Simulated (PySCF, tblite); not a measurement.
**C₄H₁₁BO: dynamics, then NMR shifts on frames**

Aim: move C₄H₁₁BO (`COCB(C)C`) away from its starting geometry and see how NMR shifts follow the geometry.

Programs: tblite 0.8.0 and PySCF 2.14.0, with density-fitted response routines of our own. Each step states its level of theory. These are calculated values for one molecule in the gas phase, unless marked as measured. Atoms count from 0, in the outputs and in this text.

### Step 1. Starting geometry

17 atoms, charge 0, multiplicity 1; geometry from: GFN2-xTB.

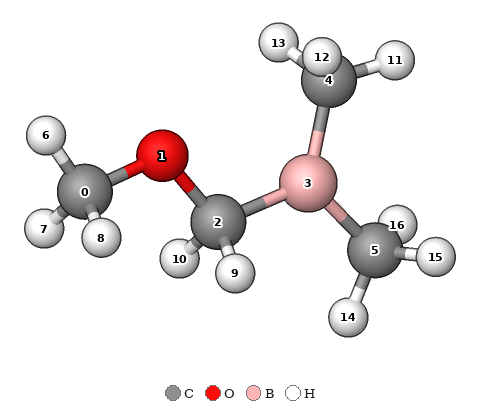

The starting geometry (carbon grey, oxygen red, boron pink, hydrogen white), atoms numbered.

### Step 2. A short Langevin run with GFN2-xTB

The job: settings as JSON, then the geometry in Å.

```
{"job": {"kind": "md", "xc": "GFN2-xTB", "basis": "xTB", "temperature": 200, "steps": 2000, "every": 50, "frames": 5}, "charge": 0, "multiplicity": 1}
C      2.629621    -0.879373    -0.423744
O      1.272814    -0.932722    -0.083753
C      0.603036     0.303934    -0.276100
B     -0.926519     0.279343     0.147753
C     -1.545680    -1.029519     0.750567
C     -1.779339     1.591419    -0.037242
H      3.034776    -1.878620    -0.274041
H      2.770731    -0.584668    -1.472762
H      3.174774    -0.167556     0.211686
H      1.126920     1.093130     0.293163
H      0.699443     0.605693    -1.334476
H     -2.568630    -0.928937     1.104466
H     -0.931502    -1.405531     1.566434
H     -1.525868    -1.818376    -0.000354
H     -1.283844     2.372235    -0.609091
H     -2.021601     2.009784     0.939351
H     -2.736131     1.381794    -0.511767
```

Level: GFN2-xTB Langevin dynamics, gas phase.

The run is started by

```sh
> OMP_NUM_THREADS=1 python probes_run.py task.json out
```

One launch serves the whole session: the jobs run in the order shown.

The log of the run:

```text
t/fs     T/K      E/eV
    0.0   172.7   -529.05187
   25.0   187.4   -528.81440
   50.0   145.9   -528.71722
   75.0   184.2   -528.67364
  100.0   208.5   -528.78116
  125.0   186.0   -528.75222
  150.0   122.1   -528.67813
  175.0   137.2   -528.71229
  200.0   154.2   -528.75052
  225.0   188.5   -528.74472
  250.0   219.8   -528.76194
  275.0   168.7   -528.71960
  300.0   209.0   -528.84292
  325.0   180.2   -528.74544
  350.0   169.9   -528.62846
  375.0   192.2   -528.76789
  400.0   188.8   -528.72744
  425.0   181.4   -528.72002
  450.0   175.6   -528.70446
  475.0   192.1   -528.66600
  500.0   246.4   -528.61660
  525.0   232.4   -528.56942
  550.0   310.8   -528.59615
  575.0   235.0   -528.48072
  600.0   240.6   -528.46475
  625.0   223.0   -528.51362
  650.0   274.9   -528.52611
  675.0   251.4   -528.53699
  700.0   271.8   -528.68170
  725.0   264.1   -528.70951
  750.0   208.8   -528.45142
  775.0   287.9   -528.61254
  800.0   218.8   -528.46908
  825.0   228.7   -528.51723
  850.0   251.9   -528.66292
  875.0   254.1   -528.64577
  900.0   192.2   -528.51771
  925.0   178.7   -528.54653
  950.0   216.1   -528.64643
  975.0   180.1   -528.58618
 1000.0   204.8   -528.75360
```

Wall time 10 s (1 thread of Intel Xeon at 2.60GHz, shared host); peak memory 0.18 GiB.

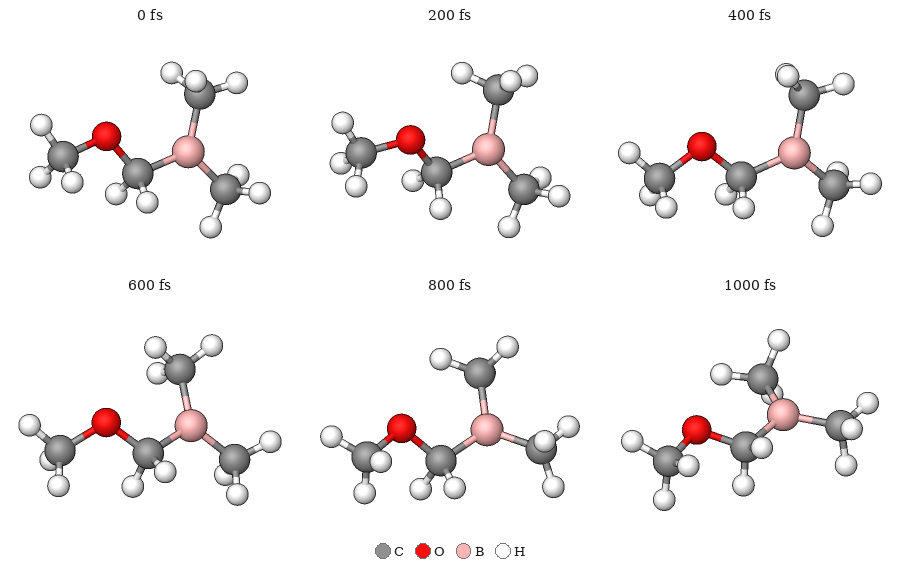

Frames of the run.

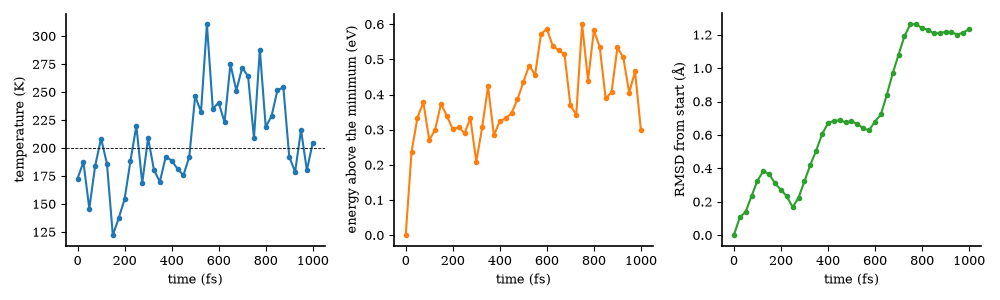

Temperature, potential energy and distance from the start.

Positions (Å) and forces (eV/Å) at 1000 fs:

```xyz
17

C     1.827    0.574    0.590    0.055   -0.238    0.444
O     0.498    0.098    0.541    0.796   -0.715   -0.512
C    -0.394    1.010    1.097   -0.662   -0.324    0.941
B    -1.952    0.603    1.140   -0.158   -0.553   -1.141
C    -2.585   -0.456    0.104    0.963   -0.868    1.059
C    -2.884    1.443    2.067    1.221    1.835   -0.011
H     2.461   -0.283    0.275   -0.276    0.784    0.011
H     1.947    1.485   -0.039    0.101   -0.577    0.112
H     2.105    0.866    1.643   -0.160   -0.261   -0.672
H    -0.050    1.165    2.139   -0.117    0.433   -0.029
H    -0.271    1.934    0.545   -0.181    0.773   -0.017
H    -1.799   -0.985   -0.465   -0.405    0.324    0.192
H    -3.247    0.025   -0.590   -0.337    0.084   -0.142
H    -3.142   -1.254    0.663    0.268    0.805   -0.560
H    -3.887    1.162    2.234   -0.866   -0.564    0.017
H    -2.932    2.474    1.587    0.047   -0.975    0.552
H    -2.400    1.611    3.042   -0.289    0.037   -0.245
```

### Step 3. Nuclear shieldings: 250 fs, PBE0/pcSseg-1

The job: settings as JSON, then the geometry in Å.

```
{"job": {"kind": "nmr", "xc": "PBE0", "basis": "pcSseg-1", "pop": false}, "charge": 0, "multiplicity": 1}
C      2.341600    -0.841500    -0.434100
O      1.036100    -0.711600     0.104100
C      0.293000     0.411700    -0.406200
B     -1.193400     0.423400     0.307800
C     -1.648900    -0.789800     1.170300
C     -2.116100     1.658900     0.236300
H      2.784400    -1.762100    -0.058500
H      2.333500    -0.824800    -1.549600
H      3.014700     0.041500    -0.113900
H      0.871400     1.280800    -0.135300
H      0.343900     0.384800    -1.533300
H     -2.629200    -0.642700     1.610100
H     -0.916000    -1.029800     1.974900
H     -1.659200    -1.629400     0.499600
H     -1.759300     2.495900    -0.364900
H     -2.235600     2.100100     1.203000
H     -3.122000     1.472100    -0.079900
```

With the program's defaults for keys left out, this is: GIAO PBE0/pcSseg-1 NMR shielding, non-relativistic, gas phase.

The log of the run:

```text
coarse grid: 13336 points
cycle   1  E = -258.6137225049  dE =  3.451e-01  |g| = 6.627e-01  |ddm| = 3.329e+00
cycle   2  E = -258.5397370118  dE =  7.399e-02  |g| = 9.140e-01  |ddm| = 1.400e+00
cycle   3  E = -258.7080124879  dE = -1.683e-01  |g| = 1.200e-01  |ddm| = 9.021e-01
cycle   4  E = -258.7105802913  dE = -2.568e-03  |g| = 3.044e-02  |ddm| = 9.195e-02
cycle   5  E = -258.7107898791  dE = -2.096e-04  |g| = 4.085e-03  |ddm| = 2.644e-02
cycle   6  E = -258.7107933515  dE = -3.472e-06  |g| = 1.141e-03  |ddm| = 4.218e-03
final grid: 126344 points
cycle   7  E = -258.7544960428  dE = -2.912e-05  |g| = 1.227e-02  |ddm| = 2.488e-02
cycle   8  E = -258.7544717958  dE =  2.425e-05  |g| = 1.707e-02  |ddm| = 1.831e-02
cycle   9  E = -258.7545260088  dE = -5.421e-05  |g| = 1.724e-03  |ddm| = 1.111e-02
cycle  10  E = -258.7545266558  dE = -6.470e-07  |g| = 6.880e-05  |ddm| = 1.531e-03
cycle  11  E = -258.7545266568  dE = -9.099e-10  |g| = 3.608e-05  |ddm| = 1.050e-04
cycle  12  E = -258.7545266571  dE = -3.014e-10  |g| = 1.106e-05  |ddm| = 4.020e-05
converged SCF energy = -258.7545266571

GIAO shielding tensors (ppm)
atom      isotropic    diamagn.    paramagn.     s11        s22        s33       span
  0 C      118.092     243.652    -125.560     86.936     88.931    178.409     91.474
  1 O      312.573     399.240     -86.666    287.237    316.400    334.083     46.846
  2 C      104.282     251.859    -147.577     72.196     83.181    157.469     85.272
  3 B        9.732     185.011    -175.279    -58.198    -27.585    114.978    173.176
  4 C      170.235     253.219     -82.984    149.018    177.723    183.963     34.945
  5 C      177.754     251.266     -73.512    155.345    184.599    193.319     37.975
  6 H       27.629      28.836      -1.208     23.802     25.270     33.815     10.013
  7 H       28.160      29.063      -0.903     24.769     26.062     33.649      8.880
  8 H       27.351      28.105      -0.754     23.927     25.136     32.990      9.063
  9 H       28.377      33.747      -5.370     24.999     26.617     33.515      8.516
 10 H       27.594      31.806      -4.212     24.456     26.565     31.762      7.306
 11 H       30.747      30.298       0.449     27.190     30.048     35.002      7.812
 12 H       29.709      30.690      -0.981     24.898     29.763     34.465      9.567
 13 H       31.105      31.746      -0.641     26.501     30.847     35.966      9.464
 14 H       30.987      31.098      -0.111     26.839     29.841     36.281      9.442
 15 H       31.523      30.061       1.462     27.695     29.715     37.158      9.463
 16 H       31.227      29.545       1.682     27.326     29.477     36.877      9.551
```

It took 16 s on 1 thread of Intel Xeon at 2.60GHz, shared host; peak memory 0.72 GiB.

The references, computed at this level on geometries of the same kind, shield at (ppm): 1H TMS 31.72, 13C TMS 186.9, 17O H2O 336.1, 11B BF3·OEt2 100.1. Their shielding less the atom's gives the shift. The references are single molecules in the gas phase, so shifts against H2O, NH3, PH3, H3PO4 or CFCl3 are not on the usual liquid scales and can be off by tens of ppm. Each atom is listed at this fixed geometry, with no averaging over motion; a spectrum would average atoms that exchange fast.

| atoms | environment | σ (ppm) | δ (ppm) |
| --- | --- | --- | --- |
| C2 | sp3 CH2 bonded to B and O | 104.3 | 82.6 |
| C0 | methyl carbon bonded to O | 118.1 | 68.8 |
| C4 | methyl carbon bonded to B | 170.2 | 16.7 |
| C5 | methyl carbon bonded to B | 177.8 | 9.2 |
| H8 | hydrogen on a methyl carbon bonded to O | 27.35 | 4.37 |
| H10 | hydrogen on an sp3 CH2 bonded to B and O | 27.59 | 4.12 |
| H6 | hydrogen on a methyl carbon bonded to O | 27.63 | 4.09 |
| H7 | hydrogen on a methyl carbon bonded to O | 28.16 | 3.56 |
| H9 | hydrogen on an sp3 CH2 bonded to B and O | 28.38 | 3.34 |
| H12 | hydrogen on a methyl carbon bonded to B | 29.71 | 2.01 |
| H11 | hydrogen on a methyl carbon bonded to B | 30.75 | 0.97 |
| H14 | hydrogen on a methyl carbon bonded to B | 30.99 | 0.73 |
| H13 | hydrogen on a methyl carbon bonded to B | 31.10 | 0.61 |
| H16 | hydrogen on a methyl carbon bonded to B | 31.23 | 0.49 |
| H15 | hydrogen on a methyl carbon bonded to B | 31.52 | 0.19 |
| O1 | ether oxygen | 312.6 | 23.5 |
| B3 | boron bonded to 3 C | 9.7 | 90.3 |

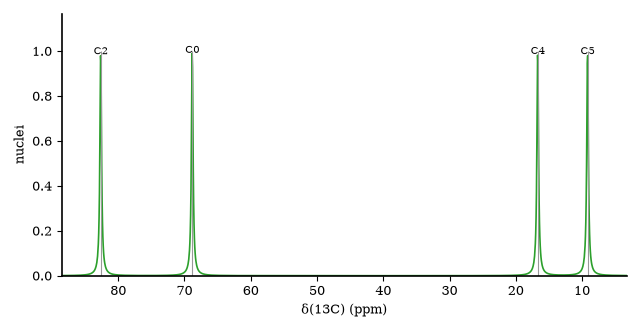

13C lines at the computed shifts, without couplings. Lines are broadened to a width of 0.29 ppm (Lorentzian).

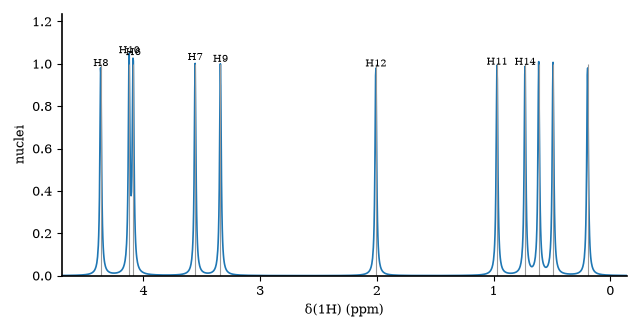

1H lines at the computed shifts, without couplings. Lines are broadened to a width of 0.02 ppm (Lorentzian).

### Step 4. Nuclear shieldings: 425 fs, PBE0/pcSseg-1

The job: settings as JSON, then the geometry in Å.

```
{"job": {"kind": "nmr", "xc": "PBE0", "basis": "pcSseg-1", "pop": false}, "charge": 0, "multiplicity": 1}
C      2.257500    -0.259000    -0.592300
O      0.997700    -0.522300     0.018600
C      0.246300     0.648600     0.221600
B     -1.241800     0.535900     0.801900
C     -1.728300    -0.828800     1.487100
C     -2.160000     1.757600     0.740600
H      2.774000    -1.226000    -0.594500
H      2.064900     0.132000    -1.587600
H      2.838900     0.482100     0.026600
H      0.845600     1.313700     0.775600
H      0.197900     1.080200    -0.788600
H     -2.679400    -0.813400     1.998700
H     -1.016800    -1.169800     2.270300
H     -1.834900    -1.682400     0.775700
H     -3.018600     1.374100     0.157200
H     -1.795200     2.658600     0.287600
H     -2.564200     1.946400     1.727700
```

With the program's defaults for keys left out, this is: GIAO PBE0/pcSseg-1 NMR shielding, non-relativistic, gas phase.

The log of the run:

```text
coarse grid: 13336 points
cycle   1  E = -258.6154986964  dE =  4.147e-01  |g| = 6.538e-01  |ddm| = 3.343e+00
cycle   2  E = -258.5505545350  dE =  6.494e-02  |g| = 8.856e-01  |ddm| = 1.402e+00
cycle   3  E = -258.7078339473  dE = -1.573e-01  |g| = 1.105e-01  |ddm| = 8.905e-01
cycle   4  E = -258.7099788491  dE = -2.145e-03  |g| = 3.082e-02  |ddm| = 8.598e-02
cycle   5  E = -258.7101929255  dE = -2.141e-04  |g| = 4.122e-03  |ddm| = 2.637e-02
cycle   6  E = -258.7101963428  dE = -3.417e-06  |g| = 1.196e-03  |ddm| = 3.979e-03
final grid: 126344 points
cycle   7  E = -258.7537610520  dE = -2.820e-05  |g| = 1.193e-02  |ddm| = 2.355e-02
cycle   8  E = -258.7537396994  dE =  2.135e-05  |g| = 1.631e-02  |ddm| = 1.726e-02
cycle   9  E = -258.7537892605  dE = -4.956e-05  |g| = 1.573e-03  |ddm| = 1.057e-02
cycle  10  E = -258.7537897913  dE = -5.309e-07  |g| = 7.587e-05  |ddm| = 1.406e-03
cycle  11  E = -258.7537897924  dE = -1.021e-09  |g| = 4.411e-05  |ddm| = 1.057e-04
cycle  12  E = -258.7537897928  dE = -4.635e-10  |g| = 1.188e-05  |ddm| = 4.368e-05
converged SCF energy = -258.7537897928

GIAO shielding tensors (ppm)
atom      isotropic    diamagn.    paramagn.     s11        s22        s33       span
  0 C      117.667     247.301    -129.634     85.057     90.293    177.650     92.593
  1 O      317.524     399.592     -82.068    295.759    319.553    337.260     41.501
  2 C      107.868     251.781    -143.913     73.699     88.112    161.792     88.093
  3 B       14.396     186.296    -171.899    -39.984    -33.641    116.814    156.798
  4 C      175.028     250.040     -75.012    155.620    182.137    187.327     31.706
  5 C      172.806     253.156     -80.349    149.346    183.818    185.256     35.909
  6 H       27.393      29.558      -2.165     23.344     25.379     33.455     10.111
  7 H       28.463      30.821      -2.358     24.772     26.651     33.966      9.194
  8 H       27.963      29.310      -1.347     24.758     25.875     33.256      8.498
  9 H       29.080      34.054      -4.974     25.834     27.696     33.710      7.876
 10 H       28.213      34.064      -5.851     24.078     26.538     34.022      9.944
 11 H       31.199      29.483       1.715     27.608     29.828     36.160      8.551
 12 H       30.193      30.563      -0.370     25.665     29.384     35.530      9.865
 13 H       30.108      30.691      -0.583     25.743     28.875     35.707      9.964
 14 H       30.515      28.747       1.769     26.758     29.365     35.424      8.666
 15 H       31.059      31.383      -0.324     27.277     29.968     35.933      8.655
 16 H       30.683      28.503       2.180     26.772     29.366     35.911      9.139
```

It took 16 s on 1 thread of Intel Xeon at 2.60GHz, shared host; peak memory 0.74 GiB.

In short: δ C2 79.1, C0 69.3, C5 14.1, C4 11.9, H6 4.32, H8 3.75 ppm.

(Part 1 of 2 ends here.)
